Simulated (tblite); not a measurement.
## Geometry relaxation, with input and output: C$_{6}$H$_{16}$N$_{2}$Si (part 1 of 4)

System: C$_{6}$H$_{16}$N$_{2}$Si.
Method: GFN2-xTB geometry optimisation, gas phase (tblite 0.8.0).

It belongs to a series of runs on one base structure; here: H on Si replaced by NMe2.

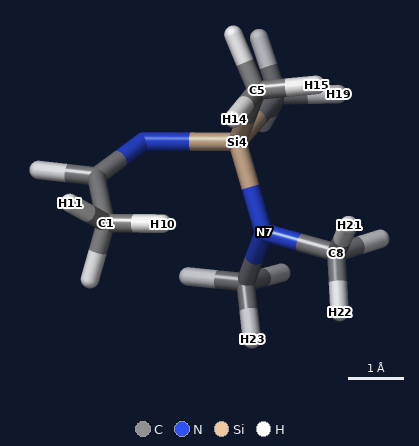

The starting structure (stick view, seen at a tilt; atoms are numbered from 1 in the order of the input).

### Results in brief

```csv
quantity,value
outcome,converged
total energy,−777.7202 eV
hardware,"1 CPU thread, shared host"
wall time,1.2 s
peak memory,0.18 GiB
```

### Input
```
{"job": {"kind": "relax", "xc": "GFN2-xTB", "basis": "xTB"}, "charge": 0, "multiplicity": 1}
C      2.262000     1.253100    -0.981000
C      2.440000    -0.047400    -0.275600
N      1.631100    -0.745900     0.460200
Si    -0.004500    -0.308200     0.809100
C      0.018700     1.176100     1.903900
C     -0.754200    -1.777100     1.669200
N     -0.773000    -0.041600    -0.706700
C     -2.061600     0.653600    -0.769600
C     -0.754100    -1.090500    -1.740400
H      1.306000     1.752200    -0.762000
H      3.068900     1.921400    -0.695900
H      2.323100     1.070500    -2.054400
H      3.441700    -0.497500    -0.390300
H      0.441700     2.051500     1.386900
H     -0.993300     1.451900     2.227300
H      0.616100     1.004900     2.808400
H     -0.689400    -2.673700     1.055800
H     -0.234400    -1.993800     2.613600
H     -1.804800    -1.598400     1.910800
H     -2.882500     0.011000    -0.419000
H     -2.069700     1.570000    -0.164700
H     -2.292600     0.972400    -1.797000
H     -1.020000    -0.664800    -2.708300
H     -1.465900    -1.905300    -1.508700
H      0.239900    -1.520300    -1.862600
```

The first line tells a small driver script what to run in tblite; the rest is the geometry in Å.

Launch command:
```bash
OMP_NUM_THREADS=1 python <driver script> task.json out
```

### Output
```
step      E/eV     max force
  0    -777.35973    3.142
  1    -777.48800    3.143
  2    -777.55104    0.647
  3    -777.56749    0.427
  4    -777.60238    0.279
  5    -777.61310    0.267
  6    -777.62482    0.151
  7    -777.62931    0.143
  8    -777.63314    0.134
  9    -777.63629    0.110
 10    -777.63946    0.121
 11    -777.64172    0.091
 12    -777.64355    0.086
 13    -777.64545    0.089
 14    -777.64777    0.097
 15    -777.65015    0.089
 16    -777.65232    0.092
 17    -777.65443    0.096
 18    -777.65679    0.102
 19    -777.65935    0.111
 20    -777.66176    0.119
 21    -777.66399    0.111
 22    -777.66638    0.110
 23    -777.66899    0.118
 24    -777.67137    0.119
 25    -777.67337    0.128
 26    -777.67553    0.122
 27    -777.67862    0.145
 28    -777.68307    0.189
 29    -777.68823    0.186
 30    -777.69228    0.125
 31    -777.69471    0.106
 32    -777.69649    0.102
 33    -777.69803    0.084
 34    -777.69921    0.064
 35    -777.70008    0.057
 36    -777.70078    0.055
 37    -777.70138    0.056
 38    -777.70182    0.046
 39    -777.70208    0.036
 40    -777.70225    0.025
 41    -777.70241    0.030
 42    -777.70262    0.041
 43    -777.70291    0.050
 44    -777.70325    0.048
 45    -777.70362    0.044
 46    -777.70404    0.049
 47    -777.70455    0.058
 48    -777.70513    0.060
 49    -777.70566    0.046
 50    -777.70605    0.037
 51    -777.70641    0.049
 52    -777.70691    0.069
 53    -777.70762    0.073
 54    -777.70830    0.057
 55    -777.70881    0.043
 56    -777.70918    0.053
 57    -777.70961    0.061
 58    -777.71013    0.057
 59    -777.71067    0.040
 60    -777.71111    0.049
 61    -777.71155    0.051
 62    -777.71207    0.060
 63    -777.71258    0.050
 64    -777.71290    0.037
 65    -777.71307    0.034
 66    -777.71321    0.035
 67    -777.71340    0.033
 68    -777.71362    0.029
 69    -777.71377    0.024
 70    -777.71396    0.030
 71    -777.71422    0.046
 72    -777.71463    0.056
 73    -777.71508    0.048
 74    -777.71544    0.046
 75    -777.71572    0.048
 76    -777.71602    0.050
 77    -777.71640    0.049
 78    -777.71685    0.042
 79    -777.71719    0.040
 80    -777.71741    0.034
 81    -777.71756    0.034
 82    -777.71770    0.031
 83    -777.71782    0.017
 84    -777.71791    0.017
 85    -777.71794    0.014
 86    -777.71799    0.012
 87    -777.71804    0.012
 88    -777.71810    0.018
 89    -777.71817    0.026
 90    -777.71828    0.029
 91    -777.71841    0.024
 92    -777.71853    0.023
 93    -777.71863    0.021
 94    -777.71872    0.021
 95    -777.71883    0.023
 96    -777.71894    0.021
 97    -777.71905    0.019
 98    -777.71912    0.014
 99    -777.71918    0.013
100    -777.71922    0.012
101    -777.71927    0.012
102    -777.71931    0.015
103    -777.71935    0.017
104    -777.71939    0.013
105    -777.71944    0.015
106    -777.71949    0.018
107    -777.71956    0.024
108    -777.71964    0.028
109    -777.71975    0.020
110    -777.71986    0.018
111    -777.71993    0.017
112    -777.72000    0.019
113    -777.72008    0.020
114    -777.72013    0.012
115    -777.72015    0.008
```

### Trajectory as extended XYZ (Å, eV, eV/Å), 33 of the 116 frames kept, from step=0 to step=115
```
25
Properties=species:S:1:pos:R:3:forces:R:3 step=0 energy=-777.35973
C     2.2620    1.2531   -0.9810   -0.4910   0.0610   0.1270
C     2.4400   -0.0474   -0.2756   -0.9850  -1.7500   1.5450
N     1.6311   -0.7459    0.4602    1.9360   1.6520  -1.8430
Si   -0.0045   -0.3082    0.8091    0.4550  -0.6360  -0.6020
C     0.0187    1.1761    1.9039   -0.2820   1.5430   0.8020
C    -0.7542   -1.7771    1.6692   -0.2170  -0.8120   0.9660
N    -0.7730   -0.0416   -0.7067   -1.1280   0.2280  -1.5120
C    -2.0616    0.6536   -0.7696    0.0630   0.1520   0.1110
C    -0.7541   -1.0905   -1.7404    0.0240   0.1460   0.4710
H     1.3060    1.7522   -0.7620    0.3240  -0.4360  -0.0680
H     3.0689    1.9214   -0.6959    0.1530   0.0160  -0.0470
H     2.3231    1.0705   -2.0544    0.0410   0.0440   0.0450
H     3.4417   -0.4975   -0.3903   -0.2810   0.2270  -0.0360
H     0.4417    2.0515    1.3869   -0.1690  -0.3360   0.3210
H    -0.9933    1.4519    2.2273    0.3560  -0.0280  -0.0090
H     0.6161    1.0049    2.8084   -0.2180   0.0230  -0.4030
H    -0.6894   -2.6737    1.0558   -0.0600   0.0850   0.0770
H    -0.2344   -1.9938    2.6136   -0.2550   0.0040  -0.3340
H    -1.8048   -1.5984    1.9108    0.1750  -0.1160  -0.0490
H    -2.8825    0.0110   -0.4190    0.0530   0.0690  -0.0920
H    -2.0697    1.5700   -0.1647    0.2520  -0.3750   0.0170
H    -2.2926    0.9724   -1.7970    0.1850  -0.2300   0.1510
H    -1.0200   -0.6648   -2.7083   -0.1380   0.1330   0.0520
H    -1.4659   -1.9053   -1.5087    0.2190   0.2630  -0.0690
H     0.2399   -1.5203   -1.8626   -0.0100   0.0730   0.3790
25
Properties=species:S:1:pos:R:3:forces:R:3 step=4 energy=-777.60238
C     2.2651    1.2423   -0.9741   -0.0510   0.2000  -0.1170
C     2.4583   -0.0534   -0.2720    0.1590  -0.1360  -0.0220
N     1.6566   -0.7179    0.4187   -0.2710  -0.0650   0.0130
Si    0.0000   -0.3181    0.7729    0.0770  -0.0340   0.1250
C     0.0027    1.2058    1.9109   -0.1010   0.0700  -0.0570
C    -0.7572   -1.8018    1.6915    0.0940   0.0730   0.0080
N    -0.8002   -0.0229   -0.7496   -0.0200  -0.0200   0.0020
C    -2.0764    0.6569   -0.7741    0.1310  -0.0010   0.0480
C    -0.7592   -1.0801   -1.7411    0.0390   0.0580   0.1230
H     1.3112    1.7170   -0.7591    0.0130  -0.2060   0.0710
H     3.0724    1.9143   -0.7016    0.1270   0.1000   0.0110
H     2.3257    1.0721   -2.0455    0.0480  -0.0350  -0.1130
H     3.4491   -0.4879   -0.3968    0.2170   0.0170  -0.0390
H     0.4388    2.0614    1.4037   -0.0950   0.0360   0.0990
H    -0.9974    1.4663    2.2420    0.0600   0.0550   0.0190
H     0.6071    1.0088    2.7933   -0.0840  -0.0270  -0.1190
H    -0.6974   -2.6837    1.0636   -0.0360  -0.0950   0.0840
H    -0.2404   -2.0078    2.6241   -0.0780  -0.0490  -0.0610
H    -1.8041   -1.6100    1.9137    0.0520  -0.0740   0.0290
H    -2.8891    0.0154   -0.4248   -0.1540  -0.0430  -0.0010
H    -2.0415    1.5471   -0.1520    0.0590  -0.0280   0.0660
H    -2.2867    0.9603   -1.7970   -0.1130   0.0770  -0.1420
H    -1.0312   -0.6599   -2.7062   -0.0300   0.0280  -0.1920
H    -1.4562   -1.8937   -1.5118   -0.0600  -0.0120   0.0090
H     0.2389   -1.5065   -1.8195    0.0200   0.1090   0.1590
25
Properties=species:S:1:pos:R:3:forces:R:3 step=7 energy=-777.62931
C     2.2756    1.2448   -0.9796    0.0760  -0.0670  -0.0160
C     2.4761   -0.0580   -0.2781   -0.0070  -0.0330  -0.0490
N     1.6512   -0.7141    0.3980    0.0510  -0.0470  -0.0340
Si   -0.0012   -0.3173    0.7679    0.0010   0.0080   0.0650
C    -0.0120    1.2127    1.9019   -0.0080   0.0360   0.0150
C    -0.7510   -1.8051    1.6936   -0.0100  -0.0340  -0.0150
N    -0.8056   -0.0160   -0.7553   -0.0510  -0.0640   0.0940
C    -2.0807    0.6572   -0.7767   -0.0310   0.0200   0.0080
C    -0.7619   -1.0707   -1.7413   -0.0060  -0.0240   0.0040
H     1.3098    1.6818   -0.7491    0.0340  -0.0530   0.0280
H     3.0828    1.9200   -0.7048   -0.0060   0.0800  -0.0250
H     2.3317    1.0704   -2.0518    0.0450   0.0120  -0.0670
H     3.4763   -0.4838   -0.4027   -0.0060  -0.0110   0.0490
H     0.4294    2.0769    1.4180   -0.0850   0.0470  -0.0280
H    -1.0014    1.4812    2.2530   -0.0300   0.0000  -0.0350
H     0.5960    1.0072    2.7775   -0.0270  -0.0670  -0.0210
H    -0.7044   -2.6981    1.0768    0.0270  -0.0110   0.0420
H    -0.2469   -2.0212    2.6300    0.0100   0.0140  -0.0480
H    -1.7996   -1.6223    1.9187    0.0430   0.0050   0.0080
H    -2.9044    0.0165   -0.4294    0.0260   0.0520  -0.0440
H    -2.0224    1.5346   -0.1387   -0.0900   0.0340  -0.0210
H    -2.2952    0.9626   -1.8059   -0.0590   0.0820   0.1010
H    -1.0361   -0.6586   -2.7180    0.1120  -0.0580   0.0270
H    -1.4577   -1.8887   -1.5124   -0.0320   0.0320  -0.0050
H     0.2408   -1.4879   -1.7825    0.0250   0.0450  -0.0330
25
Properties=species:S:1:pos:R:3:forces:R:3 step=11 energy=-777.64172
C     2.2908    1.2378   -0.9876   -0.0180   0.0040  -0.0130
C     2.4849   -0.0667   -0.2882    0.0370   0.0040   0.0280
N     1.6540   -0.7201    0.3844   -0.0190   0.0320   0.0000
Si    0.0017   -0.3174    0.7720    0.0100  -0.0140  -0.0700
C    -0.0210    1.2199    1.8987   -0.0220  -0.0350  -0.0260
C    -0.7475   -1.8101    1.6925    0.0330   0.0040   0.0210
N    -0.8184   -0.0230   -0.7423   -0.0050   0.0610  -0.0430
C    -2.0867    0.6624   -0.7726   -0.0310   0.0210   0.0330
C    -0.7618   -1.0705   -1.7357    0.0140   0.0120   0.0250
H     1.3199    1.6558   -0.7425    0.0130   0.0020  -0.0500
H     3.0834    1.9336   -0.7126   -0.0170  -0.0520  -0.0180
H     2.3444    1.0729   -2.0637    0.0340   0.0090   0.0200
H     3.4875   -0.4877   -0.3954    0.0180  -0.0670   0.0120
H     0.4087    2.0927    1.4181   -0.0240  -0.0150   0.0010
H    -1.0112    1.4857    2.2507   -0.0270  -0.0510  -0.0180
H     0.5870    0.9955    2.7691   -0.0140   0.0480   0.0070
H    -0.7010   -2.7090    1.0867    0.0220  -0.0060  -0.0320
H    -0.2440   -2.0241    2.6270    0.0570   0.0100   0.0410
H    -1.7932   -1.6253    1.9226   -0.0080   0.0110  -0.0060
H    -2.9117    0.0243   -0.4373   -0.0830  -0.0170   0.0320
H    -2.0341    1.5388   -0.1348   -0.0450   0.0340   0.0530
H    -2.3087    0.9820   -1.7934    0.0360   0.0410  -0.0200
H    -1.0159   -0.6663   -2.7189    0.0250   0.0480   0.0080
H    -1.4645   -1.8832   -1.5146    0.0210  -0.0360  -0.0210
H     0.2463   -1.4741   -1.7730   -0.0040  -0.0480   0.0340
25
Properties=species:S:1:pos:R:3:forces:R:3 step=14 energy=-777.64777
C     2.2985    1.2309   -0.9930    0.0090   0.0030  -0.0040
C     2.4956   -0.0699   -0.2904   -0.0070  -0.0330   0.0070
N     1.6559   -0.7180    0.3759   -0.0310  -0.0150   0.0420
Si    0.0035   -0.3191    0.7629   -0.0280   0.0170   0.0910
C    -0.0297    1.2183    1.8932   -0.0140  -0.0060   0.0010
C    -0.7407   -1.8137    1.6951    0.0340   0.0210  -0.0120
N    -0.8278   -0.0167   -0.7418    0.0050   0.0060   0.0230
C    -2.0980    0.6692   -0.7660   -0.0080   0.0000  -0.0170
C    -0.7605   -1.0683   -1.7306   -0.0150   0.0300  -0.0310
H     1.3270    1.6418   -0.7478   -0.0650   0.0260  -0.0410
H     3.0813    1.9329   -0.7197    0.0850   0.0150   0.0440
H     2.3577    1.0754   -2.0676    0.0200  -0.0490  -0.0630
H     3.4951   -0.5009   -0.3886    0.0160  -0.0170  -0.0020
H     0.3925    2.0991    1.4175   -0.0260  -0.0620   0.0030
H    -1.0226    1.4787    2.2460    0.0110  -0.0830  -0.0340
H     0.5793    0.9973    2.7655   -0.0370   0.0530  -0.0310
H    -0.6950   -2.7149    1.0880    0.0160   0.0550   0.0370
H    -0.2324   -2.0237    2.6317   -0.0100   0.0270  -0.0600
H    -1.7892   -1.6254    1.9236    0.0930  -0.0220  -0.0070
H    -2.9273    0.0282   -0.4377   -0.0020   0.0350  -0.0060
H    -2.0490    1.5453   -0.1238   -0.0200  -0.0510   0.0330
H    -2.3099    0.9994   -1.7866   -0.0040   0.0100   0.0020
H    -0.9995   -0.6630   -2.7161   -0.0150   0.0400  -0.0330
H    -1.4637   -1.8846   -1.5196    0.0250   0.0120  -0.0110
H     0.2481   -1.4741   -1.7609   -0.0310  -0.0120   0.0660
25
Properties=species:S:1:pos:R:3:forces:R:3 step=18 energy=-777.65679
C     2.3127    1.2216   -1.0034    0.0130  -0.0200  -0.0070
C     2.5046   -0.0809   -0.2921   -0.0420   0.0290  -0.0140
N     1.6547   -0.7171    0.3740    0.0230   0.0090   0.0080
Si    0.0031   -0.3177    0.7625    0.0390   0.0110  -0.0670
C    -0.0456    1.2131    1.8861   -0.0100   0.0190   0.0250
C    -0.7216   -1.8122    1.6950    0.0040   0.0000  -0.0020
N    -0.8427   -0.0095   -0.7332   -0.0200  -0.0390   0.0100
C    -2.1140    0.6790   -0.7582    0.0310  -0.0130   0.0060
C    -0.7611   -1.0575   -1.7275   -0.0040   0.0130   0.0140
H     1.3309    1.6266   -0.7701    0.0840  -0.0130  -0.0560
H     3.0927    1.9296   -0.7208   -0.0310  -0.0750   0.0130
H     2.3835    1.0668   -2.0811    0.0270  -0.0450   0.0640
H     3.5035   -0.5236   -0.3782   -0.0730   0.0570  -0.0170
H     0.3622    2.0970    1.4115   -0.0160   0.0390  -0.0560
H    -1.0443    1.4469    2.2314   -0.0710  -0.0060   0.0160
H     0.5623    1.0115    2.7595    0.0210  -0.0020   0.0610
H    -0.6787   -2.7136    1.0941    0.0450  -0.0360  -0.0360
H    -0.2122   -2.0161    2.6285    0.0520   0.0030   0.0330
H    -1.7665   -1.6287    1.9253   -0.0450   0.0020   0.0340
H    -2.9502    0.0416   -0.4418    0.0160  -0.0270  -0.0520
H    -2.0775    1.5434   -0.0996    0.0500  -0.0310   0.0190
H    -2.3137    1.0287   -1.7746   -0.0170  -0.0150   0.0010
H    -0.9769   -0.6486   -2.7179   -0.0100   0.0070   0.0130
H    -1.4595   -1.8811   -1.5310   -0.0680   0.0650  -0.0190
H     0.2433   -1.4754   -1.7294    0.0020   0.0680   0.0090
25
Properties=species:S:1:pos:R:3:forces:R:3 step=22 energy=-777.66638
C     2.3321    1.2048   -1.0167   -0.0230  -0.0120  -0.0120
C     2.5064   -0.0887   -0.2965    0.0200  -0.0280   0.0370
N     1.6560   -0.7156    0.3750   -0.0380  -0.0110   0.0120
Si    0.0072   -0.3128    0.7569   -0.0630  -0.0200   0.0880
C    -0.0676    1.2137    1.8846   -0.0120   0.0020  -0.0090
C    -0.6990   -1.8126    1.6959   -0.0080  -0.0310   0.0300
N    -0.8626   -0.0081   -0.7216    0.0420   0.0550  -0.0150
C    -2.1271    0.6864   -0.7496   -0.0320  -0.0080   0.0110
C    -0.7650   -1.0417   -1.7237   -0.0160  -0.0150  -0.0040
H     1.3490    1.6092   -0.8094   -0.0610   0.0670  -0.0050
H     3.1049    1.9088   -0.7158    0.0280  -0.0040   0.0020
H     2.4230    1.0410   -2.0878    0.0700  -0.0340  -0.0580
H     3.4999   -0.5342   -0.3734    0.0710  -0.0160  -0.0300
H     0.3192    2.1018    1.3946   -0.0750   0.0080   0.0550
H    -1.0813    1.4093    2.2186    0.0630   0.0550   0.0200
H     0.5435    1.0306    2.7631   -0.0460   0.0330  -0.0360
H    -0.6483   -2.7172    1.0965    0.0150   0.0230   0.0190
H    -0.1783   -2.0058    2.6278    0.0120  -0.0010  -0.0220
H    -1.7451   -1.6352    1.9358    0.0270  -0.0380   0.0070
H    -2.9716    0.0480   -0.4616    0.0000  -0.0740  -0.0110
H    -2.0935    1.5301   -0.0659    0.0270   0.0160  -0.0060
H    -2.3210    1.0575   -1.7603    0.0430   0.0120   0.0150
H    -0.9551   -0.6283   -2.7177    0.0160   0.0260   0.0170
H    -1.4748   -1.8589   -1.5496   -0.0680   0.0040  -0.0200
H     0.2381   -1.4579   -1.6900    0.0090  -0.0080  -0.0860
```
